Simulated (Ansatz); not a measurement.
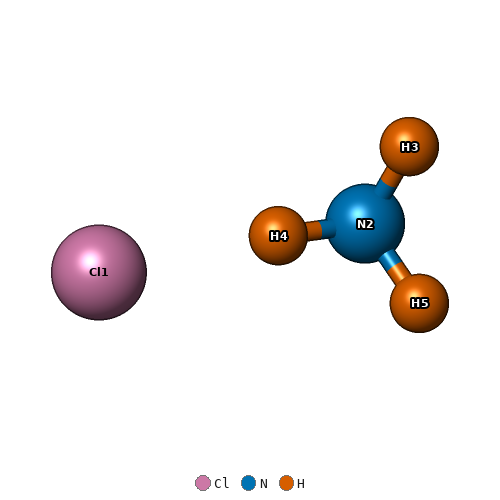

The system is the pair Cl···H₃N, charge −1; the picture shows the reference structure. The turn is about an axis along (−0.90, −0.42, −0.05) in the frame of the relaxed pair, normal to the line between the partners. First axis: distance H4···Cl1. Second axis: turn of Cl1 about H4. The grid has 15 × 15 points. Points are written as (first, second). All energies are given in kcal/mol relative to the ion and the molecule far apart, frozen as in the relaxed pair, each in its own basis (no counterpoise correction). All numbers below come from RHF/def2-TZVPD (Ansatz).

Its coordinates:

```xyz
5

Cl    0.2614   -0.2507   -2.7313
N     0.0233   -0.1469    0.8663
H     0.4933    0.7231    1.0232
H     0.1783   -0.3684   -0.1050
H    -0.9563    0.0431    0.9469
```

Range: distance H4···Cl1 from 2.209 to 4.809 Å; turn of Cl1 about H4 from −60.0 to 60.0°.

Question: What landscape does the calculation give?

Answer: The lowest grid point is at (2.659 Å, 0.0°), −6.33 kcal/mol from the ion and the molecule far apart, frozen as in the relaxed pair, each in its own basis (no counterpoise correction). It is the only kind of minimum in the scanned range. The highest grid point, (2.209 Å, −60.0°), lies 20.38 kcal/mol above the lowest. Round the minimum the valley is somewhat tilted: raising distance H4···Cl1 shifts the best value of turn of Cl1 about H4 downwards (coupling k₁₂/√(k₁₁k₂₂) about 0.3).

| turn of Cl1 about H4 ↓, distance H4···Cl1 → | 2.209 | 2.274 | 2.380 | 2.510 | 2.659 | 2.825 | 3.003 | 3.195 | 3.397 | 3.610 | 3.833 | 4.064 | 4.305 | 4.553 | 4.809 |
| --- | --- | --- | --- | --- | --- | --- | --- | --- | --- | --- | --- | --- | --- | --- | --- |
| 60.0 | 3.01 | 1.95 | 0.68 | −0.28 | −0.88 | −1.15 | −1.19 | −1.08 | −0.91 | −0.71 | −0.52 | −0.35 | −0.21 | −0.10 | 0.00 |
| 51.4 | 0.53 | −0.34 | −1.34 | −2.05 | −2.42 | −2.50 | −2.39 | −2.15 | −1.87 | −1.58 | −1.31 | −1.07 | −0.87 | −0.69 | −0.55 |
| 42.9 | −1.38 | −2.11 | −2.92 | −3.45 | −3.67 | −3.61 | −3.38 | −3.05 | −2.69 | −2.33 | −1.99 | −1.69 | −1.44 | −1.22 | −1.03 |
| 34.3 | −2.81 | −3.45 | −4.14 | −4.55 | −4.65 | −4.50 | −4.19 | −3.79 | −3.37 | −2.95 | −2.56 | −2.22 | −1.92 | −1.66 | −1.44 |
| 25.7 | −3.80 | −4.40 | −5.01 | −5.35 | −5.39 | −5.19 | −4.83 | −4.38 | −3.91 | −3.46 | −3.04 | −2.66 | −2.33 | −2.04 | −1.80 |
| 17.1 | −4.39 | −4.97 | −5.57 | −5.89 | −5.91 | −5.69 | −5.30 | −4.83 | −4.34 | −3.86 | −3.41 | −3.02 | −2.66 | −2.36 | −2.09 |
| 8.6 | −4.60 | −5.21 | −5.84 | −6.18 | −6.22 | −6.01 | −5.63 | −5.15 | −4.65 | −4.16 | −3.71 | −3.30 | −2.93 | −2.61 | −2.33 |
| 0.0 | −4.43 | −5.10 | −5.81 | −6.23 | −6.33 | −6.16 | −5.81 | −5.36 | −4.87 | −4.38 | −3.92 | −3.51 | −3.14 | −2.81 | −2.52 |
| −8.6 | −3.87 | −4.64 | −5.49 | −6.04 | −6.25 | −6.16 | −5.87 | −5.45 | −4.99 | −4.52 | −4.08 | −3.67 | −3.30 | −2.97 | −2.68 |
| −17.1 | −2.89 | −3.82 | −4.88 | −5.62 | −5.98 | −6.01 | −5.81 | −5.46 | −5.04 | −4.60 | −4.17 | −3.78 | −3.41 | −3.09 | −2.80 |
| −25.7 | −1.42 | −2.57 | −3.93 | −4.95 | −5.53 | −5.74 | −5.65 | −5.39 | −5.03 | −4.63 | −4.23 | −3.86 | −3.50 | −3.19 | −2.90 |
| −34.3 | 0.66 | −0.81 | −2.58 | −3.99 | −4.88 | −5.32 | −5.41 | −5.26 | −4.98 | −4.64 | −4.27 | −3.92 | −3.58 | −3.27 | −2.99 |
| −42.9 | 3.59 | 1.67 | −0.70 | −2.65 | −3.99 | −4.76 | −5.08 | −5.09 | −4.91 | −4.63 | −4.31 | −3.98 | −3.65 | −3.35 | −3.07 |
| −51.4 | 7.79 | 5.22 | 1.99 | −0.76 | −2.74 | −3.99 | −4.64 | −4.88 | −4.84 | −4.64 | −4.36 | −4.06 | −3.75 | −3.45 | −3.17 |
| −60.0 | 14.05 | 10.49 | 5.95 | 2.02 | −0.93 | −2.90 | −4.04 | −4.60 | −4.76 | −4.67 | −4.46 | −4.18 | −3.88 | −3.58 | −3.30 |

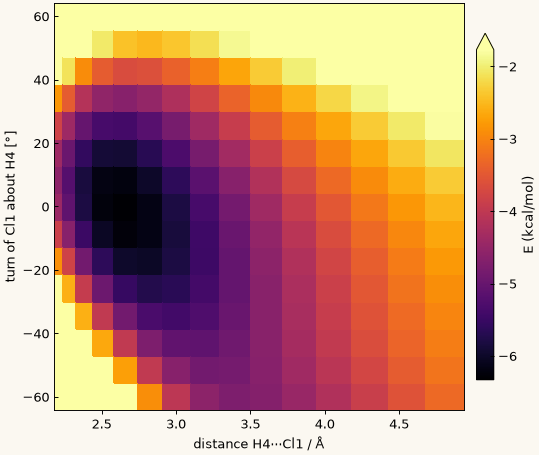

Drawn: one coloured cell a grid point, one colour for all values above the top of the scale.

The whole map (225 points run) took 5.6 min on 1 thread of Arm Neoverse N1 (shared host).
